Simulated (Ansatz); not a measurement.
**NiO2 monolayer (1T): phonons and vibrational spectra**

Task: relax NiO2 monolayer (1T), then find its harmonic phonons.

Method: DFT LDA, scalar-relativistic, plane waves, PAW, in Ansatz 0.2.0.

## 1. Starting point

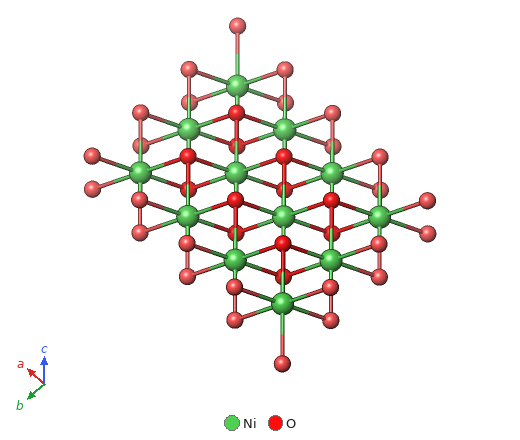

The starting structure, seen from a free direction (nickel green, oxygen red). 3×2×1 cells are drawn. Some periodic images of atoms are drawn too.

The cell holds 3 atoms: 1 Ni and 2 O. Cell: a = 2.970 Å, b = 2.970 Å, c = 20.000 Å, α = 90.0°, β = 90.0°, γ = 120.0°. Vacuum lies along c.

## 2. Coarse relaxation

A rough relaxation comes first, because large forces or stress need no tight tolerances yet.

The program solves this slab on a cell height of its own, 28.3 Å, in place of the one typed.

Input file input.yaml:

```yaml
crystal:
  lattice:
    - [2.97, 0.0, 0.0]
    - [-1.485, 2.5721, 0.0]
    - [0.0, 0.0, 20.0]
  atoms:
    - { symbol: Ni, position: [0.0, 0.0, 0.5] }
    - { symbol: O, position: [0.333333, 0.666667, 0.55635] }
    - { symbol: O, position: [0.666667, 0.333333, 0.44365] }
  periodic: [true, true, false]
kpoints:
  mp_grid: { grid: [9, 9, 1] }
hamiltonian:
  xc: lda
scf:
  occupations: { method: gaussian, width: 0.1 }
output:
  forces: true
  stress: true
  eigenvalues: true
relax:
  adjacent_minimum: "off"
  f_tol: 0.05
  max_steps: 80
  cell: { stress_2d_tol: 0.02 }
```

On the command line:

```console
$ ansatz run input.yaml --threads 8 --pin off --max-ram 14336MiB --backend cpu --events-out ev --progress --plain --runs-dir out
```

Numbers of over 12 decimals in the logs are rounded to 6 here.

The program printed:

```text
[...]
F+E_penalty+E_count = -6880.96844763 eV   max|allowed force component| = 8.812e-6 eV/Å   (the final SCF, on the basis selected at the relaxed cell)
  cell:  # Å, volume = 186.2548 Å³
    - [2.756346, 0, 0]
    - [-1.378173, 2.387066, 0]
    - [0, 0, 28.308]
  atoms:
    - { symbol: Ni, position: [0, 0, 0.353257] }
    - { symbol: O, position: [0.333333, 0.666667, 0.385796] }
    - { symbol: O, position: [0.666667, 0.333333, 0.320718] }
[key lines of the parts left out:]
SCF converged after 7 iterations
Free energy (F): -6880.968448 eV
Fermi energy:    -7.608824 eV
P = ½ c Tr σ = -0.0015 N/m
```

It took 7.1 s on 8 threads of Arm Neoverse V2, shared host; peak memory 0.54 GiB.

This run has no spin polarisation, although Ni can carry a moment.

Relaxation path:

| step | energy less that of the first step (eV) | largest force component (eV/Å) | volume (Å³) |
| --- | --- | --- | --- |
| 1 | 0.0000 | 3.7708 | 216.25 |
| 2 | -1.2472 | 1.8967 | 207.08 |
| 3 | -1.5737 | 1.7458 | 186.93 |
| 4 | -1.6951 | 0.1936 | 190.94 |
| 5 | -1.7083 | 0.0113 | 188.09 |
| 6 | -1.7101 | 0.0088 | 187.04 |
| 7 | -1.7101 | 0.0002 | 187.03 |
| 8* | -1.6935 | 0.0001 | 187.03 |
| 9 | -1.6948 | 0.0004 | 186.29 |
| 10* | -1.6940 | 0.0003 | 186.29 |
| 11 | -1.6941 | 0.0000 | 186.25 |
| 12* | -1.6940 | 0.0000 | 186.25 |

Relaxation steps marked * repeat the geometry before them on a plane-wave basis chosen anew for their cell, so energy and pressure can jump there.

The run keeps the 12 symmetry operations that it works with, so distortions that break them were not tested.

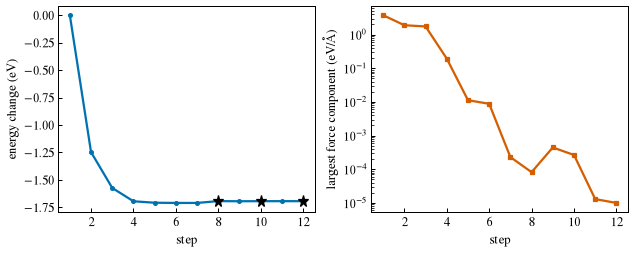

Energy and largest force along the relaxation. Stars mark steps on a basis chosen anew.

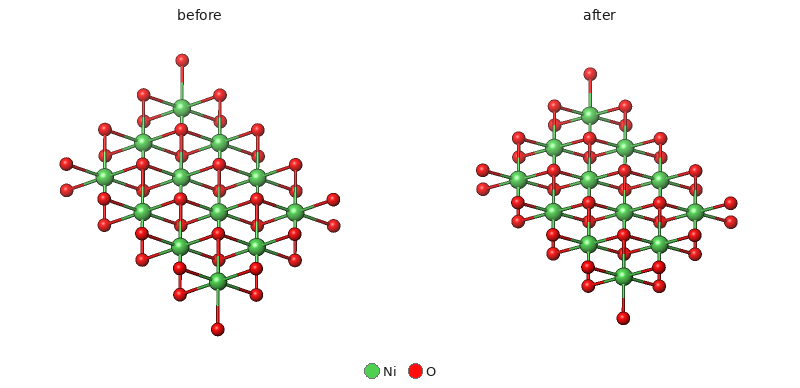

Before and after, at one scale.

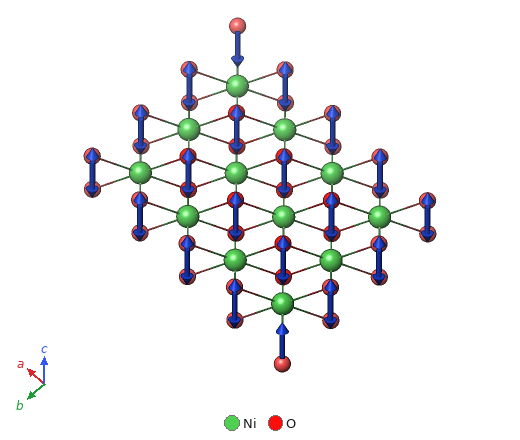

Displacements in the relaxation, exaggerated, measured against the changing cell; the longest in the cell stands for 0.21 Å. 3×2×1 cells are drawn. Some periodic images of atoms are drawn too.

| cell as run | before | after | change |
| --- | --- | --- | --- |
| a (Å) | 2.970 | 2.756 | -7.2 % |
| b (Å) | 2.970 | 2.756 | -7.2 % |

The atoms that moved most (Å, along periodic axes as changes of fractional coordinates times the final cell, across vacuum about the mean position):

| atom | dx | dy | dz | length |
| --- | --- | --- | --- | --- |
| O3 | 0.000 | 0.000 | 0.206 | 0.206 |
| O2 | 0.000 | 0.000 | -0.206 | 0.206 |

Final coordinates:

```
Ni O
1.0
     2.75635    0.00000    0.00000
    -1.37817    2.38707    0.00000
     0.00000    0.00000   28.30800
Ni O
1 2
Direct
  0.00000 0.00000 0.35326
  0.33333 0.66667 0.38580
  0.66667 0.33333 0.32072
```

This step gave:

```yaml
gap_on_the_k_mesh: 1.355 eV
direct_gap_on_mesh: 1.516 eV
area_per_atom: 2.193 Å²
```

## 3. Relaxation

Harmonic phonons are second derivatives at a point where the forces vanish, and they are wanted at zero stress, so atoms and cell are relaxed first.

Input file input.yaml:

```yaml
crystal:
  lattice:
    - [2.7563464554, 0.0, 0.0]
    - [-1.3781732277, 2.387066052, 0.0]
    - [0.0, 0.0, 28.308]
  atoms:
    - { symbol: Ni, position: [0.0, 0.0, 0.3532570298] }
    - { symbol: O, position: [0.3333333333, 0.6666666667, 0.385796063] }
    - { symbol: O, position: [0.6666666667, 0.3333333333, 0.3207179966] }
  periodic: [true, true, false]
kpoints:
  mp_grid: { grid: [12, 12, 1] }
hamiltonian:
  xc: lda
scf:
  occupations: { method: gaussian, width: 0.02 }
output:
  forces: true
  stress: true
  eigenvalues: true
relax:
  adjacent_minimum: "off"
  f_tol: 0.005
  max_steps: 80
  cell: { stress_2d_tol: 0.02 }
```

The program printed:

```text
[...]
Crystal: 3 atoms, lattice volume = 186.255 Å³
Basis set: ecut = 420 eV, 3641 PW (Γ)
Bands: 19, of which v1, the nominal top of the filled ones, is band 15 counted from 1 (14 counted from 0)
Symmetry: 12 space group operations
[...]
k-points: 19 of 144
[...]
--- Relaxed structure (1 steps of the walk, 1 accepted, 1 SCFs on fresh bases) ---
[...]
cell:  # Å, volume = 186.2548 Å³
    - [2.756346, 0.0, 0.0]
    - [-1.378173, 2.387066, 0.0]
    - [0.0, 0.0, 28.308]
  atoms:
    - { symbol: Ni, position: [0.0, 0.0, 0.353257] }
    - { symbol: O, position: [0.333333, 0.666667, 0.385796] }
    - { symbol: O, position: [0.666667, 0.333333, 0.3207179966] }
[key lines of the parts left out:]
SCF converged after 7 iterations
Free energy (F): -6880.968545 eV
Fermi energy:    -7.647325 eV
P = ½ c Tr σ = -0.0029 N/m
```

Elapsed: 1.7 s, on 8 threads; peak memory 0.54 GiB; 10 s of CPU time.

Little changed from the start: no atom moved by 0.005 Å and no cell edge by 0.1 %.

This step gave:

* gap on the k-mesh: 1.294 eV
* direct gap on mesh: 1.540 eV

## 4. Tight relaxation

Phonons need a cell at rest on their own settings, so the relaxation is repeated with tight tolerances on forces and stress, using the mesh and the filling of the phonon run that follows.

input.yaml, the sections that differ from step 3:

```yaml
scf:
  occupations: { method: fixed }
output:
  forces: true
  stress: true
  eigenvalues: true
  write_density: true
  write_potential: true
  elf: true
  volumetric_format: npy
relax:
  adjacent_minimum: "off"
  f_tol: 0.001
  max_steps: 60
  cell: { stress_2d_tol: 0.002 }
# crystal, kpoints, hamiltonian: as in step 3
```

The program printed:

```text
[...]
Crystal: 3 atoms, lattice volume = 186.255 Å³
Basis set: ecut = 420 eV, 3641 PW (Γ)
Bands: 19, of which v1, the nominal top of the filled ones, is band 15 counted from 1 (14 counted from 0)
Symmetry: 12 space group operations
[...]
k-points: 19 of 144
[...]
--- Relaxed structure (2 steps of the walk, 2 accepted, 1 SCFs on fresh bases) ---
[...]
cell:  # Å, volume = 186.2515 Å³
    - [2.756322, 0.0, 0]
    - [-1.378161, 2.387045, 0]
    - [0, 0, 28.308]
  atoms:
    - { symbol: Ni, position: [0, 0.0, 0.3532570298] }
    - { symbol: O, position: [0.333333, 0.666667, 0.385797] }
    - { symbol: O, position: [0.666667, 0.333333, 0.320717] }
[key lines of the parts left out:]
SCF converged after 11 iterations
Free energy (F): -6880.968549 eV
Fermi energy:    -8.294638 eV
P = ½ c Tr σ = -0.0016 N/m
```

Run time: 2.6 s. Hardware: 8 threads; peak memory 0.54 GiB; 16 s of CPU time.

Little changed from the start: no atom moved by 0.005 Å and no cell edge by 0.1 %.

This step gave:

- gap on the k-mesh: 1.295 eV

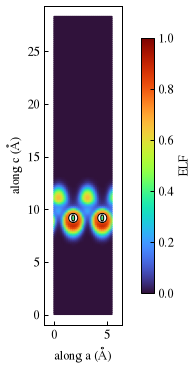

ELF in the ac plane at fractional y = 0.333, with atoms of O within 0.2 Å of it. It is the smooth field of the valence electrons, not physical close to the nuclei.

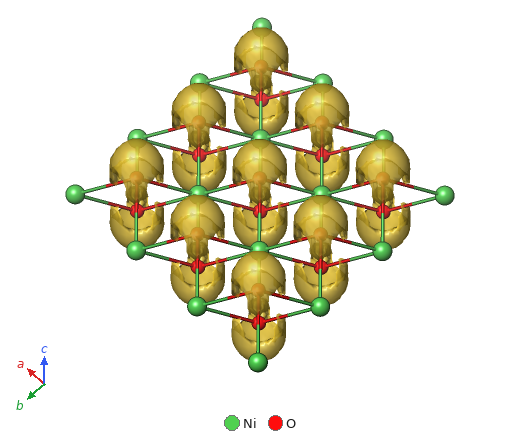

Surface of ELF = 0.81. 3×3×1 cells are drawn.

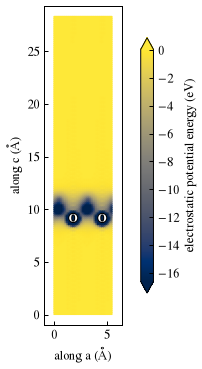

Electrostatic potential energy in the ac plane at fractional y = 0.333, with atoms of O within 0.2 Å of it. With pseudopotentials it is smooth inside the atoms' cores, unlike the true potential.

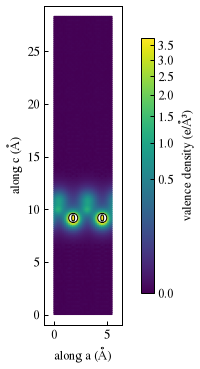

Valence density in the ac plane at fractional y = 0.333, with atoms of O within 0.2 Å of it. It is the smooth field of the valence electrons, not physical close to the nuclei. The colour scale is stretched toward low values.

The largest force component left is 0.12 meV/Å, within the tolerances set.

## 5. Linear response at the zone centre

The zone centre comes first: it holds the modes that light can see, as far as symmetry allows. The response to a homogeneous field gives the Born charges and the dielectric tensor, and its change with displacement the Raman tensors.

Input file input.yaml:

```yaml
crystal:
  lattice:
    - [2.7563220846, 0.0, 0.0]
    - [-1.3781610423, 2.3870449463, 0.0]
    - [0.0, 0.0, 28.308]
  atoms:
    - { symbol: Ni, position: [0.0, 0.0, 0.3532570298] }
    - { symbol: O, position: [0.3333333333, 0.6666666667, 0.385796748] }
    - { symbol: O, position: [0.6666666667, 0.3333333333, 0.3207173116] }
  periodic: [true, true, false]
kpoints:
  mp_grid: { grid: [12, 12, 1] }
hamiltonian:
  xc: lda
scf:
  occupations: { method: fixed }
output:
  eigenvalues: true
phonons:
  method: dfpt
  dielectric: true
  raman: true
```

The program printed:

```text
Warning: phonons.dielectric: true without phonons.rigid_motions: the static dielectric tensor ε⁰ will be withheld (ε∞, Z* and the rows of modes are given); for a crystal or a slab, whose only rigid motions are the translations, set phonons.rigid_motions: translations
Warning: crystal.symmetry: narrowed to the stabiliser of the run's FFT grids — unitary ops 12 → 6. A phonons.method: dfpt run fills in the rows of the dynamical matrix that it does not solve by its symmetry operations, which is exact only for operations that map its FFT grids onto themselves: filled in by any other, the frequencies could depend on the order in which like atoms are typed, or, by more than the grids' own error, on where the crystal sits among the grids' points. Excluded: 6 operations. The run can therefore solve more perturbations, solve them on more k-points, or both, and cost more. [rest of the remark cut]
[...]
Crystal: 3 atoms, lattice volume = 186.251 Å³
Basis set: ecut = 420 eV, 3641 PW (Γ), exchange–correlation on 40×40×384 points (8 copies of the dense FFT grid, shifted against one another)
Bands: 19, of which v1, the nominal top of the filled ones, is band 15 counted from 1 (14 counted from 0)
Symmetry: 12 space group operations
k-points: 43 of 144 (irreducible under 2 space group operations, time reversal used)
[...]
SCF iter   1: F=—  HF=-6880.989118 eV  |F-HF|=—  |Δ(HF+E_count)|=         —  Δρ=7.03e-3  dr2=5.89e-2  ethr=1.77e-3  ⟨swp⟩=6.4  Hψ=4448  notcnv=0  defer=86
[...]
SCF iter  10: F=-6880.968467 eV  HF=-6880.968467 eV  |F-HF|=1.46e-11  |Δ(HF+E_count)|=  3.75e-10  Δρ=1.61e-7  dr2=4.02e-11  ethr=1.00e-12  ⟨swp⟩=24.0  Hψ=8969  notcnv=0
SCF 1 converged in 10 iterations: F = -6880.968467 eV  dr2 = 4.02e-11
[...]
DFPT response loops at Γ: preconditioner auto → none (the input reference at scf.mixing.eps_inf says where Resta's filter doesn't serve); β = 0.50; Broyden in place of MSR1
── the response to a field inside a basis, on 18×18×2 k-points: an SCF that follows is theirs, and a resumed run solves both again ──
Bands: 16, of which v1, the nominal top of the filled ones, is band 15 counted from 1 (14 counted from 0)
k-points: 171 of 648 (irreducible under 2 space group operations, time reversal used)
[...]
Eigensolver: Dense (171 Hₖ)
SCF iter   1: F=—  HF=-6880.968045 eV  |F-HF|=—  |Δ(HF+E_count)|=         —  Δρ=3.43e-4  dr2=4.08e-5  ethr=1.00e-1
[...]
SCF iter   9: F=-6880.968035 eV  HF=-6880.968035 eV  |F-HF|=1.82e-12  |Δ(HF+E_count)|=  4.72e-10  Δρ=1.10e-7  dr2=1.41e-11  ethr=1.00e-12
SCF 1 converged in 9 iterations: F = -6880.968035 eV  dr2 = 1.41e-11
[...]
SCF converged after 10 iterations
Free energy (F): -6880.968467 eV
[...]
Internal energy: -6880.968467 eV  (E = F + TS)
E sigma→0 (E₀):  -6880.968467 eV
Fermi energy:    -8.294720 eV
[...]
--- Band table (eV; the first three rows and the last of 43) ---
  k-point 0: bands = [... 11 lower, -9.7573, -9.3648, -9.3648, -8.3490, -5.7925, -5.7925, -0.8039, -0.3347]
  k-point 1: bands = [... 11 lower, -9.5931, -9.4542, -9.2007, -8.2988, -6.0436, -5.8542, -0.5747, -0.1624]
  k-point 2: bands = [... 11 lower, -9.6395, -9.1614, -9.0011, -8.3174, -6.6160, -5.9806, 0.0494, 0.3435]
  k-point 42: bands = [... 11 lower, -10.4846, -9.8048, -9.3306, -8.6138, -6.6448, -6.5524, 3.9339, 4.0343]
--- Phonons (Γ-DFPT): 6 representative perturbations + reference, on 43 of 144 k-points (Σ response iterations 30) ---
  ASR residual: 3.239e-4 → 0.000e0 eV/Å²; symmetrization residual: 3.230e-6 eV/Å²
  The last average, over the group as it would stand without the narrowing to the FFT grids, took up to 1.399e-6 eV/Å² of the zone centre's force constants
  ASR residual per site (eV/Å²): 3.24e-4 1.99e-4 1.98e-4
  Γ frequencies (cm⁻¹): 0.00 0.00 0.00 513.81 513.81 588.64 601.01 601.01 674.62
  ε∞ (high-frequency dielectric tensor):
        3.161082    -0.000000     0.000000
        0.000000     3.161082     0.000000
        0.000000     0.000000     1.106858
  α∞ (the layer's polarisability for a field applied outside it; Å, Gaussian; ε∞ is over the cell's 28.308 Å):
        4.868224    -0.000000     0.000000
        0.000000     4.868224     0.000000
        0.000000     0.000000     0.240718
  ε⁰ (static dielectric tensor): not given — the deck does not say what the cell's rigid motions are, and on a molecule in a box or a wire the rigid rotations would enter the sum over the modes at Γ. For a crystal or a slab, whose only rigid motions are the translations, set phonons.rigid_motions: translations.
  Born effective charges Z* (e; rows j = field, columns β = displacement):
    site 0:
         3.62942   -0.00000    0.00000
         0.00000    3.62942    0.00000
         0.00000    0.00000    0.19100
    site 1:
        -1.81471    0.00000   -0.00000
        -0.00000   -1.81471   -0.00000
        -0.00000   -0.00000   -0.09550
    site 2:
        -1.81471    0.00000   -0.00000
        -0.00000   -1.81471   -0.00000
        -0.00000   -0.00000   -0.09550
  Z* charge neutrality: 9.263e-4 e pre-enforcement
  solved inside a basis spanned on kpoints, on 18×18×2 k-points: ε∞ is read to err by 9.3e-3, Z* by 2.1e-2 e (field_mesh: kpoints solves on kpoints); Z* is corrected for what the basis lacks
  Raman tensors (in the event stream and the table raman_tensors.tsv): an entry may err by 1.1e-1 Å², one of the second-order susceptibility by 6.1e-20 pm/V (basis, points and sum rule); their sum over the sites missed zero by 2.961e-16 Å² ahead of its enforcement
  optical modes at Γ without the LO–TO term, one row a degenerate level:
      ω (cm⁻¹)  modes    IR ((D/Å)²/amu)  static Raman (Å⁴/amu)  depolarisation
        513.81      2             0.0000               300.5419           0.750
        588.64      1             0.0000               109.4630           0.100
        601.01      2            29.3509                 0.0000               —
        674.62      1             0.0406                 0.0000               —
```

The job ended after 3 min (8 threads; peak memory 2.8 GiB).

The column dr2 measures how far the density is from self-consistency, as an energy; F and HF (Harris–Foulkes) agree once it is small.

Numbers from this step:

- sum-rule residual before enforcement: 3.24e-4 eV/Å²
- miss of the charge sum rule: 9.26e-4 e
- estimated error of the dielectric tensor: 0.009268
- estimated error of the Born charges: 0.02076 e
- point group: -3m
- highest optical mode at the zone centre (no LO-TO term): 674.6 cm⁻¹
- lowest optical zone-centre mode: 513.8 cm⁻¹
- largest Born charge (third of the trace): 2.483 e

Without the LO-TO term. Patterns of degenerate modes are one choice out of their space. The modes at Γ (shares of kinetic energy by element, %):

| mode | frequency (cm⁻¹) | symmetry | Ni % | O % |
| --- | --- | --- | --- | --- |
| 1 | 0.0 | acoustic | 65 | 35 |
| 2 | 0.0 | acoustic | 65 | 35 |
| 3 | 0.0 | acoustic | 65 | 35 |
| 4 | 513.8 | Eg | 0 | 100 |
| 5 | 513.8 | Eg | 0 | 100 |
| 6 | 588.6 | A1g | 0 | 100 |
| 7 | 601.0 | Eu | 35 | 65 |
| 8 | 601.0 | Eu | 35 | 65 |
| 9 | 674.6 | A2u | 35 | 65 |

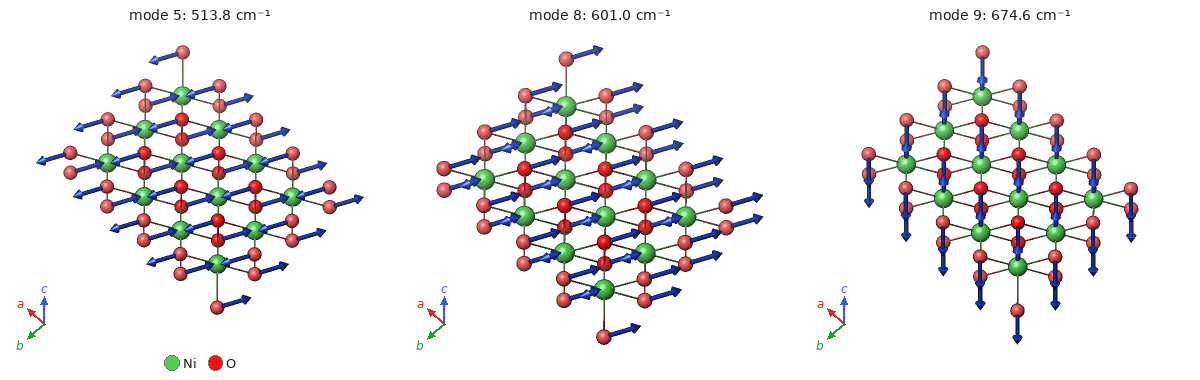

Displacement patterns of modes 5, 8 and 9 at Γ; arrows are exaggerated. 3×2×1 cells are drawn. Some periodic images of atoms are drawn too.

High-frequency dielectric tensor, averaged over the cell of height 28.3 Å or as lengthened by the program, vacuum included. Tensor:

|  | x | y | z |
| --- | --- | --- | --- |
| x | 3.161 | 0 | 0 |
| y | 0 | 3.161 | 0 |
| z | 0 | 0 | 1.107 |

Born charge (rows field, columns displacement) (e), principal values of the symmetric part by kind of site:

| atom | atoms with these values | low | middle | high | mean |
| --- | --- | --- | --- | --- | --- |
| Ni1 | 1 | 0.19 | 3.63 | 3.63 | 2.48 |
| O2 | 2 | -1.81 | -1.81 | -0.10 | -1.24 |

In full for O2:

```
-1.81  0.00  0.00
 0.00 -1.81  0.00
 0.00  0.00 -0.10
```

Transverse modes. Lines of the infrared spectrum (strongest = 100):

| position (cm⁻¹) | label | relative intensity |
| --- | --- | --- |
| 514 | Eg | 0.0 |
| 589 | A1g | 0.0 |
| 601 | Eu | 100 |
| 675 | A2u | 0.1 |

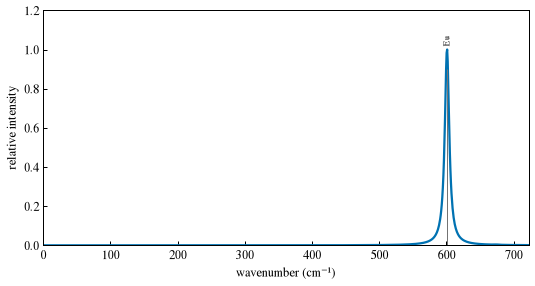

The infrared spectrum, broadened with Lorentzians of width 8 cm⁻¹; bars mark the lines.

Activity x (w_L - w)^4 (n + 1)/w, 532 nm, 300 K; the tensors are static ones, while 532 nm light lies above the computed direct gap, where resonance would change the heights. Raman lines, with heights relative to the strongest:

| position (cm⁻¹) | label | relative intensity |
| --- | --- | --- |
| 514 | Eg | 100 |
| 589 | A1g | 30 |
| 601 | Eu | 0.0 |
| 675 | A2u | 0.0 |

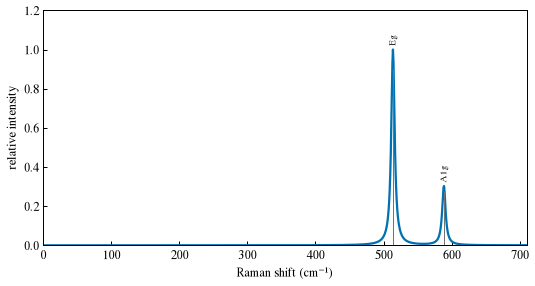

The Raman spectrum, broadened with Lorentzians of width 6 cm⁻¹; bars mark the lines.

Before it was imposed, the acoustic sum rule was missed by 3.2e-4 eV/Å² and the charge sum rule by 9.3e-4 e. Small misses are needed for a sound result but don't prove that mesh and cutoff are converged. The lowest optical mode is real, 514 cm⁻¹.

(Part 1 of 2 ends here.)

[Logs are printed without paths, hosts, clocks, repeated set-up lines and the standing remarks that a program may print on its own settings, such as how far it seeks lower states.]

[Hosts, paths, dates, database ids (printed as entryN), source tags and the programs' standing remarks are cut or masked in the printed files.]
